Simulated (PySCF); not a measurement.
**C5H10AlBO: density, localisation and related maps**

```tsv
atom	x (Å)	y (Å)	z (Å)
C	-3.9013	0.5812	-0.5307
B	-2.8782	-0.5854	-0.2102
O	-1.5795	-0.3285	-0.0101
Al	0.0064	0.0878	0.2633
C	1.6051	-0.7045	-0.6482
C	2.2744	0.3169	-1.5337
C	3.3258	0.4812	-0.7338
C	2.8657	-0.5392	0.2608
H	-3.4182	1.5490	-0.6429
H	-4.4626	0.3709	-1.4387
H	-4.6373	0.6652	0.2674
H	-3.2541	-1.7019	-0.1386
H	0.2145	1.2164	1.2802
H	1.5108	-1.6957	-1.1116
H	1.9787	0.7458	-2.4770
H	4.1897	1.1225	-0.7430
H	2.6655	-0.1453	1.2623
H	3.4858	-1.4302	0.3433
```

Geometry: GFN2-xTB.

Computed with PySCF, PBE0/pcSseg-1, SCF density, gas phase, non-relativistic.

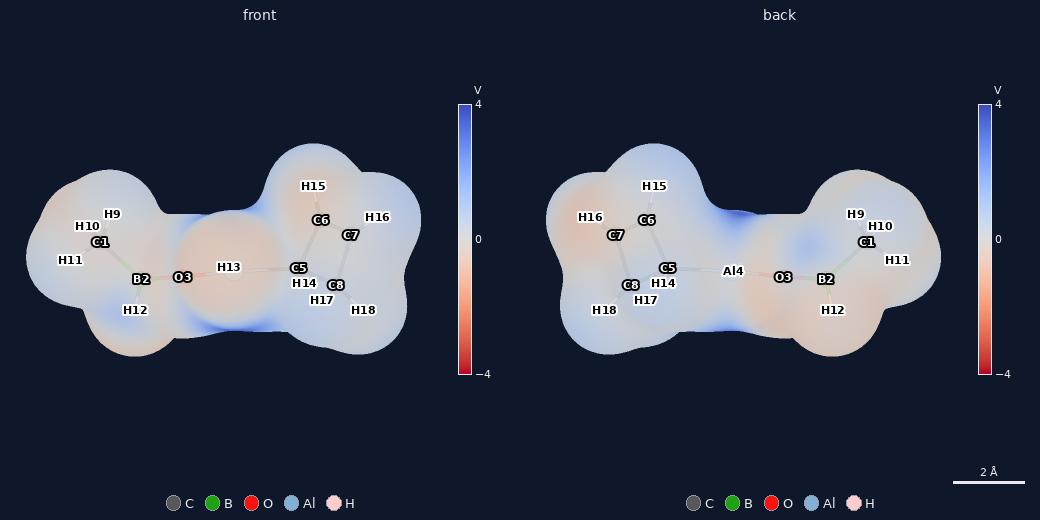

Figure 1. The electrostatic potential painted on the density surface at 0.002 e/bohr³, seen from the front and from behind; red is negative and blue positive.

**Which sites attract a positive test charge, and which a negative one?**

A positive charge is drawn to the negative regions and a negative charge to the positive ones. The most negative region (about −0.6 V) lies over the π face of C6 and C7, the most positive (about +3.1 V) over Al4.

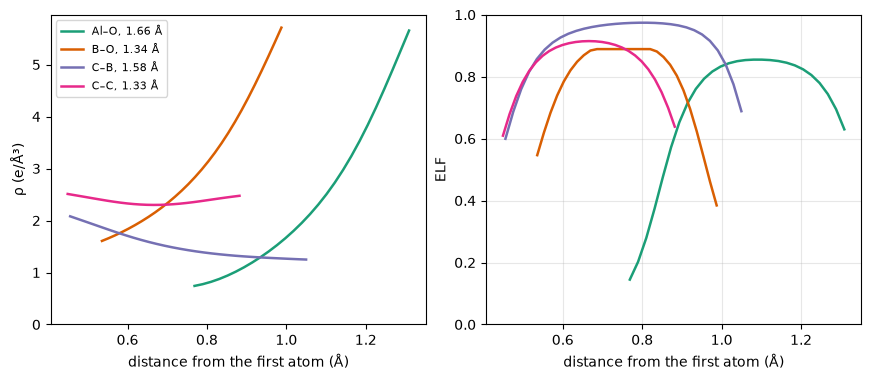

Figure 2. Total electron density and ELF along straight lines between neighbouring atoms. The curves leave out the atomic cores.

**What can be read from the curves?**

Al–O (1.66 Å): the density is about 0.88 e/Å³ at the midpoint; the ELF peaks at about 0.85 in the valence shell of O, 0.6 Å from its nucleus, and is about 0.35 at the midpoint.
B–O (1.34 Å): ρ at the midpoint is about 2.2 e/Å³; the ELF peaks at about 0.90 between the atoms; a short, strongly polar bond.
C–B (1.58 Å): the density is about 1.4 e/Å³ at the midpoint; the ELF peaks at about 1 between the atoms, as expected for localised, covalent bonding.
C–C (1.33 Å): ρ is about 2.3 e/Å³ halfway; the ELF peaks at about 0.90 between the atoms: a short, multiple covalent bond.
